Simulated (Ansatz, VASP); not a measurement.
## GaCuSe2 in two plane-wave programs

Wanted: the spread between two codes on one cell, functional and k mesh.

Program: Ansatz 0.2.0. Level of theory: plane waves, with VASP 6.6.1 beside it; relaxation of cell and atoms at PBEsol. Results are calculated unless marked as measured.

**1. Starting point**

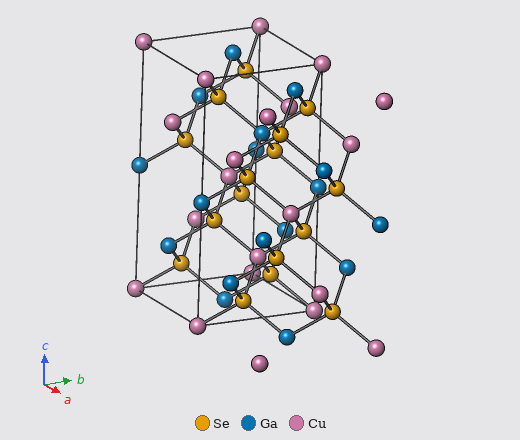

The starting structure, seen slightly off an axis (selenium orange, gallium blue, copper pink). 2×1×1 cells are drawn. This picture shows the conventional cell, with its axes. Bonds to atoms that aren't drawn are left out. Some periodic images of atoms are drawn too.

Coordinates:

```xyz
8
Lattice="-2.8096 2.8096 5.5130 2.8096 -2.8096 5.5130 2.8096 2.8096 -5.5130" Properties=species:S:1:pos:R:3 pbc="T T T"
Se    1.4048   -1.4013    4.1348
Se    1.4013    1.4048    6.8913
Se    1.4048    4.2108   -1.3783
Se    1.4083    1.4048    1.3783
Ga    2.8096    0.0000    2.7565
Ga    0.0000    0.0000    5.5130
Cu    0.0000    2.8096    2.7565
Cu    0.0000    0.0000    0.0000
```

**2. VASP: relaxation of cell and atoms, PBEsol**

The relaxed volume is the usual yardstick between codes: its relative difference is about their pressure difference at one cell divided by the bulk modulus.

Lines of VASP's logs that name or quote its potential files are left out, and so is its time.

Input file INCAR:

```
SYSTEM = GaCuSe2
PREC = Accurate
ENCUT = 390
EDIFF = 1E-06
NELM = 120
ISMEAR = 0
SIGMA = 0.05
LREAL = .FALSE.
ALGO = Normal
GGA = PS
NBANDS = 34
LASPH = .TRUE.
LORBIT = 11
LWAVE = .FALSE.
LCHARG = .FALSE.
KPAR = 4
IBRION = 2
NSW = 40
ISIF = 3
EDIFFG = -0.02
POTIM = 0.4
```

Input file POSCAR:

```
GaCuSe2
1.0
   -2.8095500000      2.8095500000      5.5130000000
    2.8095500000     -2.8095500000      5.5130000000
    2.8095500000      2.8095500000     -5.5130000000
Se Ga Cu
4 2 2
Direct
    0.1256200000      0.6250000000      0.0006200000
    0.8750000000      0.8743800000      0.4993800000
    0.6243800000      0.1250000000      0.9993800000
    0.3750000000      0.3756200000      0.5006200000
    0.2500000000      0.7500000000      0.5000000000
    0.5000000000      0.5000000000      0.0000000000
    0.7500000000      0.2500000000      0.5000000000
    0.0000000000      0.0000000000      0.0000000000
```

Input file KPOINTS:

```
Automatic mesh
0
Gamma
5 5 5
0 0 0
```

The projector-augmented-wave data sets are Se, Ga and Cu (PBE family, release 64).

Run with:

```sh
mpirun -np 4 vasp_std
```

Numbers of over 12 decimals in the logs are rounded to 6 here.

The program printed:

```text
[banner, memory and clock lines left out]
running    4 mpi-ranks, on    1 nodes
 distrk:  each k-point on    1 cores,    4 groups
 distr:  one band on    1 cores,    1 groups

 POSCAR found type information on POSCAR SeGaCu
 POSCAR found :  3 types and       8 ions
|                                                                             |
|               ----> ADVICE to this user running VASP <----                  |
|                                                                             |
|     You enforced a specific xc type in the INCAR file but a different       |
|     [... a line on the potential file left out ...]
|     I HOPE YOU KNOW WHAT YOU ARE DOING!                                     |
|                                                                             |

 LDA part: xc-table for (Slater+PW92), standard interpolation
 POSCAR, INCAR and KPOINTS ok, starting setup
 FFT: planning ... GRIDC
 FFT: planning ... GRID_SOFT
 FFT: planning ... GRID
 WAVECAR not read
 entering main loop
       N       E                     dE             d eps       ncg     rms          rms(c)
DAV:   1     0.379326559337E+03    0.37933E+03   -0.17699E+04  1224   0.122E+03
DAV:   2     0.109927531523E+02   -0.36833E+03   -0.35346E+03  1248   0.304E+02
DAV:   3    -0.336979385240E+02   -0.44691E+02   -0.43650E+02  1672   0.124E+02
DAV:   4    -0.361278022953E+02   -0.24299E+01   -0.24084E+01  1606   0.286E+01
DAV:   5    -0.362385937567E+02   -0.11079E+00   -0.11068E+00  1736   0.575E+00    0.131E+01
DAV:   6    -0.366114769186E+02   -0.37288E+00   -0.37008E+01  1676   0.113E+02    0.991E+00
DAV:   7    -0.343119961853E+02    0.22995E+01   -0.87854E+00  1468   0.882E+01    0.426E+00
DAV:   8    -0.345506644820E+02   -0.23867E+00   -0.47493E+00  1998   0.344E+01    0.359E+00
DAV:   9    -0.343649202351E+02    0.18574E+00   -0.12198E+00  1754   0.234E+01    0.455E-01
DAV:  10    -0.343699985676E+02   -0.50783E-02   -0.65085E-02  1900   0.480E+00    0.355E-01
DAV:  11    -0.343696027276E+02    0.39584E-03   -0.25668E-02  1916   0.364E+00    0.183E-01
DAV:  12    -0.343689981463E+02    0.60458E-03   -0.45245E-03  1926   0.148E+00    0.302E-02
DAV:  13    -0.343690039102E+02   -0.57638E-05   -0.24232E-04  1998   0.109E-01    0.158E-02
DAV:  14    -0.343690033535E+02    0.55662E-06   -0.33974E-05  2064   0.112E-01    0.551E-03
DAV:  15    -0.343690044737E+02   -0.11201E-05   -0.59143E-06  1620   0.243E-02    0.277E-03
DAV:  16    -0.343690045314E+02   -0.57752E-07   -0.46939E-07   788   0.715E-03
   1 F= -.34369005E+02 E0= -.34369000E+02  d E =-.343690E+02
[...]
2 F= -.34400908E+02 E0= -.34400895E+02  d E =-.319030E-01
[...]
3 F= -.34422988E+02 E0= -.34422938E+02  d E =-.539835E-01
[...]
4 F= -.34423002E+02 E0= -.34422953E+02  d E =-.539970E-01
[...]
5 F= -.34423792E+02 E0= -.34423735E+02  d E =-.790482E-03
[...]
6 F= -.34424051E+02 E0= -.34423987E+02  d E =-.104922E-02
[...]
7 F= -.34424079E+02 E0= -.34424012E+02  d E =-.107733E-02
 curvature:  -1.23 expect dE=-0.985E-03 dE for cont linesearch -0.293E-05
 trial: gam= 1.20874 g(F)=  0.189E-05 g(S)=  0.798E-03 ort =-0.412E-04 (trialstep = 0.670E+00)
 search vector abs. value=  0.174E-02
 bond charge predicted
       N       E                     dE             d eps       ncg     rms          rms(c)
DAV:   1    -0.344254259390E+02   -0.13466E-02   -0.36052E-02  1838   0.182E+00    0.249E-01
DAV:   2    -0.344249955253E+02    0.43041E-03   -0.80333E-03  1598   0.212E+00    0.152E-01
DAV:   3    -0.344245443199E+02    0.45121E-03   -0.23873E-03  1566   0.132E+00    0.809E-02
DAV:   4    -0.344244487234E+02    0.95596E-04   -0.34246E-04  1920   0.179E-01    0.217E-02
DAV:   5    -0.344244406836E+02    0.80399E-05   -0.44346E-05  1834   0.151E-01    0.900E-03
DAV:   6    -0.344244411391E+02   -0.45554E-06   -0.15693E-05  1316   0.191E-02    0.292E-03
DAV:   7    -0.344244409222E+02    0.21693E-06   -0.62302E-07   682   0.822E-03
   8 F= -.34424441E+02 E0= -.34424382E+02  d E =-.362034E-03
 trial-energy change:   -0.000362  1 .order   -0.000379   -0.000503   -0.000256
 step:   1.3662(harm=  1.3662)  dis= 0.00042  next Energy=   -34.424591 (dE=-0.512E-03)
 reached required accuracy - stopping structural energy minimisation
```

From OUTCAR (step 2):

```text
ion  position               nearest neighbor table
   1  0.126  0.625  0.001-   6 2.42   5 2.42   8 2.42   7 2.42
   2  0.875  0.874  0.499-   6 2.42   5 2.42   8 2.42   7 2.42
   3  0.624  0.125  0.999-   5 2.42   6 2.42   7 2.42   8 2.42
   4  0.375  0.376  0.501-   5 2.42   6 2.42   7 2.42   8 2.42
   5  0.250  0.750  0.500-   3 2.42   4 2.42   1 2.42   2 2.42
   6  0.500  0.500  0.000-   1 2.42   2 2.42   4 2.42   3 2.42
   7  0.750  0.250  0.500-   2 2.42   4 2.42   3 2.42   1 2.42
   8  0.000  0.000  0.000-   1 2.42   3 2.42   2 2.42   4 2.42

  LATTYP: Found a body centered tetragonal cell.
 ALAT       =     5.6191000000
 C/A-ratio  =     1.9622359453

 Subroutine GETGRP returns: Found  8 space group operations
 (whereof  4 operations were pure point group operations)

The static configuration has the point symmetry S_4 .
 The point group associated with its full space group is D_2d.

 Found     18 irreducible k-points:

   k-points           NKPTS =     18   k-points in BZ     NKDIM =     18   number of bands    NBANDS=     34

   dimension x,y,z NGX =    48 NGY =   48 NGZ =   48
   dimension x,y,z NGXF=    96 NGYF=   96 NGZF=   96

   ENCUT  =  390.0 eV  28.66 Ry    5.35 a.u.  10.94 10.94 10.94*2*pi/ulx,y,z

   NELECT =      52.0000    total number of electrons

 k-points in reciprocal lattice and weights: Automatic mesh
   0.00000000  0.00000000  0.00000000       0.008
   0.20000000 -0.00000000  0.00000000       0.064
   0.40000000 -0.00000000  0.00000000       0.064
   0.20000000  0.20000000  0.00000000       0.064
   0.40000000  0.20000000  0.00000000       0.128
  -0.40000000  0.20000000  0.00000000       0.128
  -0.20000000  0.20000000  0.00000000       0.032
   0.40000000  0.40000000  0.00000000       0.064
  -0.40000000  0.40000000  0.00000000       0.032
[...]
-0.40000000  0.40000000  0.40000000       0.032
  -0.40000000 -0.40000000  0.40000000       0.016

 average (electrostatic) potential at core
       1 -55.1840       2 -55.1840       3 -55.1840       4 -55.1840       5 -14.4140
       6 -14.4140       7 -66.9848       8 -66.9848

 E-fermi :   3.4357

 k-point     1 :       0.0000    0.0000    0.0000
  band No.  band energies     occupation
    ...
     22       1.5617      2.00000
     23       1.6634      2.00000
     24       3.2811      1.99999
     25       3.2811      1.99999
     26       3.3776      1.89949
     27       3.4937      0.10053
     28       5.1453      0.00000
     29       5.4438      0.00000
     30       7.2683      0.00000
     31       7.2683      0.00000
    ...

 k-point     2 :       0.2000   -0.0000    0.0000
  band No.  band energies     occupation
    ...
     22       1.7191      2.00000
     23       1.7536      2.00000
     24       2.3257      2.00000
     25       2.9153      2.00000
     26       3.1926      2.00000
     27       4.6792      0.00000
     28       5.7016      0.00000
     29       5.8199      0.00000
     30       6.6523      0.00000
     31       6.9105      0.00000
    ...

 k-point     3 :       0.4000   -0.0000    0.0000
  band No.  band energies     occupation
    ...
     22       1.7864      2.00000
     23       1.9172      2.00000
     24       2.1133      2.00000
     25       2.2798      2.00000
     26       2.8489      2.00000
     27       5.3808      0.00000
     28       5.7816      0.00000
     29       6.5153      0.00000
     30       7.0162      0.00000
     31       7.3285      0.00000
    ...

  Total       -0.1378864     -0.1378864     -0.0275412      0.0000000      0.0000000      0.0000000
  in kB       -1.2771126     -1.2771126     -0.2550887      0.0000000      0.0000000      0.0000000
  external PRESSURE =      -0.9364380 kB  Pullay stress =       0.0000000 kB

  energy-cutoff  :      390.00
  volume of cell :      172.98
      direct lattice vectors                 reciprocal lattice vectors
    -2.793411726  2.793411726  5.542082361     0.000000000  0.178992590  0.090218796
     2.793411726 -2.793411726  5.542082361     0.178992590  0.000000000  0.090218796
     2.793411726  2.793411726 -5.542082361     0.178992590  0.178992590  0.000000000

 POSITION                                       TOTAL-FORCE (eV/Angst)
 -----------------------------------------------------------------------------------
      4.19012      1.34665     -1.38552         0.000000      0.002873     -0.000000
      1.44676      1.39671      6.92760        -0.002873      0.000000     -0.000000
     -1.39671      1.44676      4.15656         0.000000     -0.002873     -0.000000
      1.34665      1.39671      1.38552         0.002873      0.000000     -0.000000
      2.79341      0.00000      2.77104         0.000000      0.000000     -0.000000
      0.00000      0.00000      5.54208         0.000000      0.000000     -0.000000
      0.00000      2.79341      2.77104         0.000000      0.000000     -0.000000
      0.00000      0.00000     -0.00000         0.000000      0.000000      0.000000
 -----------------------------------------------------------------------------------
    total drift:                                0.000001      0.000001     -0.000002

  FREE ENERGIE OF THE ION-ELECTRON SYSTEM (eV)
  ---------------------------------------------------
  free  energy   TOTEN  =       -34.4244409222 eV

  energy  without entropy=      -34.4243237239  energy(sigma->0) =      -34.42438232

 reached required accuracy - stopping structural energy minimisation

 total charge
# of ion       s       p       d       tot
------------------------------------------
    1        1.447   2.376   0.050   3.874
    2        1.447   2.376   0.050   3.874
    3        1.447   2.376   0.050   3.874
    4        1.447   2.376   0.050   3.874
    5        1.084   1.093   0.166   2.343
    6        1.084   1.093   0.166   2.343
    7        0.386   0.370   9.263  10.019
    8        0.386   0.370   9.263  10.019
--------------------------------------------------
tot          8.729  12.430  19.059  40.217

[... 3 further parts left out ...]
```

[end of part 1 of 2]

[Lines on the potential files, build, host, timing and source positions are cut from VASP's logs without a mark.]

[Logs are printed without paths, hosts, clocks, repeated set-up lines and the standing remarks that a program may print on its own settings, such as how far it seeks lower states.]

[Hosts, paths, dates, database ids (printed as entryN), source tags and the programs' standing remarks are cut or masked in the printed files.]
